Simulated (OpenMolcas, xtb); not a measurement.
How methods differ on SiNHF3 (SMILES [NH][Si](F)(F)F)

The species is SiNHF3 (6 atoms), meant as a doublet with charge 0. As SMILES, `[NH][Si](F)(F)F`. The coordinates come from a PBE0-D4/def2-TZVP relaxation.

```xyz
6

N    -0.9745    0.6046    0.7139
Si    0.1936   -0.0896   -0.3461
F    -0.0871    0.3876   -1.8126
F     0.1231   -1.6614   -0.3302
F     1.6523    0.3596    0.0356
H    -0.8653    0.3354    1.6932
```

Quantity: the energy change with the Si2–F3 bond stretched from 1.568 to 2.821 Å, in eV. The values are calculated.

```json
{"level": "GFN2-xTB", "kind": "semi-empirical", "program": "xtb", "value (eV)": "3.25", "less CCSD(T)/6-31G*": "-2.48"}
{"level": "UHF/6-31G* (spherical functions)", "kind": "Hartree–Fock", "program": "OpenMolcas", "value (eV)": "5.32", "less CCSD(T)/6-31G*": "-0.41"}
{"level": "USVWN5/6-31G* (spherical functions)", "kind": "LDA", "program": "OpenMolcas", "value (eV)": "5.45", "less CCSD(T)/6-31G*": "-0.28"}
{"level": "U-revPBE/6-31G* (spherical functions)", "kind": "GGA", "program": "OpenMolcas", "value (eV)": "4.92", "less CCSD(T)/6-31G*": "-0.81"}
{"level": "UBLYP/6-31G* (spherical functions)", "kind": "GGA", "program": "OpenMolcas", "value (eV)": "5.06", "less CCSD(T)/6-31G*": "-0.67"}
{"level": "U-r2SCAN/6-31G* (spherical functions)", "kind": "meta-GGA", "program": "OpenMolcas", "value (eV)": "5.64", "less CCSD(T)/6-31G*": "-0.09"}
{"level": "UB3LYP/6-31G* (spherical functions)", "kind": "global hybrid", "program": "OpenMolcas", "value (eV)": "5.53", "less CCSD(T)/6-31G*": "-0.20"}
{"level": "ROCCSD(T)/6-31G* (spherical functions)", "kind": "coupled cluster or CI", "program": "OpenMolcas", "value (eV)": "5.73", "less CCSD(T)/6-31G*": "0.00"}
```

Differences are taken from ROCCSD(T)/6-31G* (spherical functions) for orientation; it has basis-set and higher-order errors of its own. At this stretch a single reference begins to fail. The first shape isn't each level's own minimum. The values span 3.25 to 5.73 eV. Spin contamination of the reference (⟨S²⟩ at least 0.1 too high) touches UHF/6-31G*, UB3LYP/6-31G*.

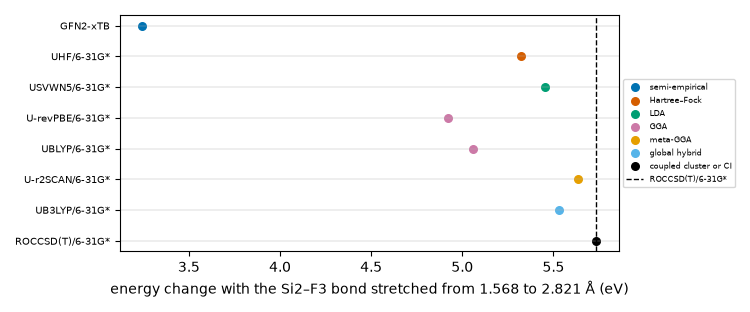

The values of the table, level by level.
